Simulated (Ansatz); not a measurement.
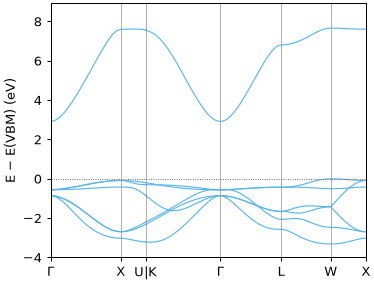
Band structure from PBE in the plane-wave PAW code Ansatz

Task: Read off the gap and where the band edges lie.

Result: About 2.9 eV (2.92 eV by a search for the band edges); maximum at W, minimum at Γ.

The material is CdF$_{2}$ (fluorite, Fm-3m).

The cell was relaxed with PBE under the symmetry of its start. Spin–orbit coupling is left out wherever it is not named.

Potentials: the later of the program's two PAW sets.
